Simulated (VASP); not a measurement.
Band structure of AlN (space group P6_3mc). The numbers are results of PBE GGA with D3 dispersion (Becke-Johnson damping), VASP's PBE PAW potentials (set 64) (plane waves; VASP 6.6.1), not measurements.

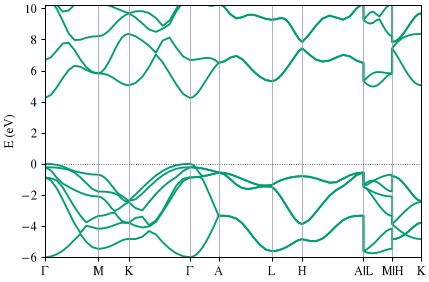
*Bands along high-symmetry lines, zero at the valence-band maximum or, without a gap, the Fermi level*

**Question.** Read the plot: is there a gap, and where are the band edges?

**Answer.** The gap is direct, 4.23 eV, from the valence maximum at Γ to the conduction minimum at Γ. (Edges off the drawn lines would not show.)

The structure comes from a measured AlN entry (P6_3mc) of the Crystallography Open Database, whose conditions weren't checked. It was relaxed first.
